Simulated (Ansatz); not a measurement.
C3H7NSi

```xyz
12

C    -0.9911   -1.7123    2.1605
C    -0.4708   -0.7563    1.2009
C    -0.0304    0.0553    0.3952
Si    0.6252    1.2445   -0.8435
N     0.6726    0.6784   -2.4821
H    -1.3870   -2.6086    1.6554
H    -0.2060   -2.0414    2.8608
H    -1.8093   -1.2740    2.7550
H    -0.2431    2.4566   -0.8152
H     2.0221    1.5878   -0.4501
H     1.3188   -0.0741   -2.7059
H    -0.2132    0.5116   -2.9528
```

These are results of RKS r2SCAN/def2-SVP in Ansatz 0.2.0, not measurements.

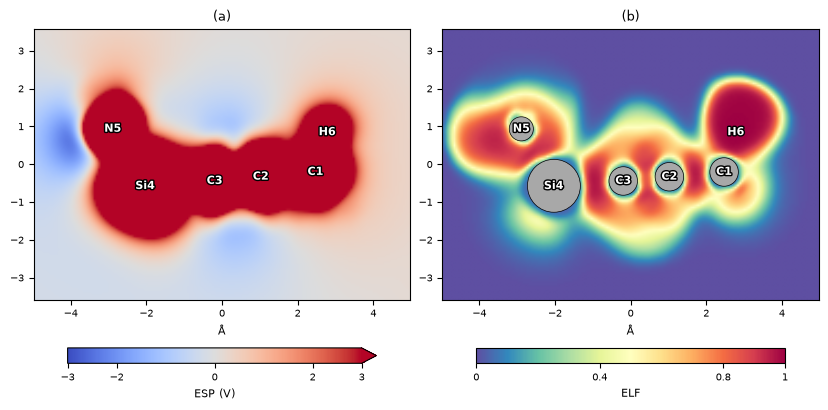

Figure 1. (a) electrostatic potential; (b) electron localisation function on the plane of atoms C3, Si4 and N5. Grey discs cover the atomic cores in the ELF map.

Question: Describe what can be read from this map.

Answer:
- The section cuts through C, Si, N and H sites.
- C–C (1.23 Å): the ELF peaks at about 0.85 between the atoms (a multiple bond).
- Si–N (1.73 Å): the ELF peaks at about 0.90 between the atoms; a shared but strongly polarised pair.
- C–Si (1.84 Å): the ELF peaks at about 0.95 between the atoms, as expected for localised, covalent bonding.
- C–H (1.10 Å): the ELF climbs to about 1 towards the hydrogen, as it does in any bond to H: an ordinary covalent bond to hydrogen.
- The ELF also peaks beside N5, away from the bonds: lone-pair regions.
- Outside the dense part of the molecule the potential is most negative (−2.3 V) near N5.

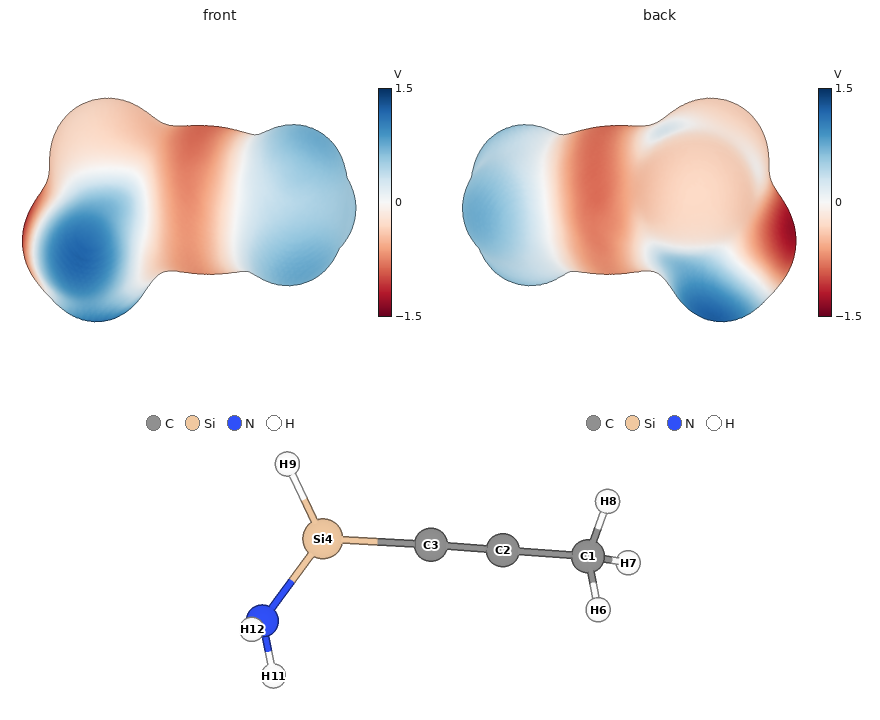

Figure 2. The molecular electrostatic potential painted on the density surface at 0.001 e/bohr³, seen from the front and from behind; the colour scale runs from red (negative) to blue (positive). The bare structure is drawn below in the same view.

Question: Where is the surface potential most negative and most positive?

Answer: The most negative region (about −1.2 V) lies over N5, the most positive (about +1.2 V) over H11 and H12. N5 is the likeliest acceptor of a hydrogen bond.

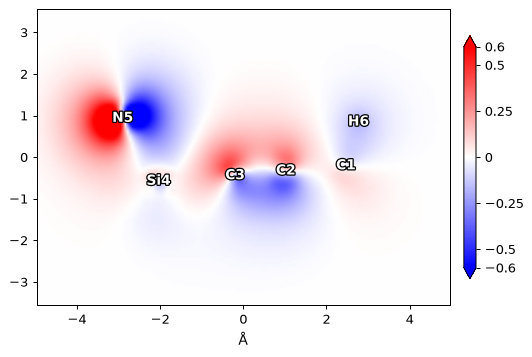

Figure 3. The HOMO on the plane of atoms C3, Si4 and N5 (values in Å⁻³ᐟ²; the overall sign is arbitrary).

Question: Describe this orbital and give its energy.

Answer: Its weight (Hirshfeld) is mainly on N5 (about 60 %), C3 (about 10 %) and C2 (about 10 %). Its energy is −6.07 eV.
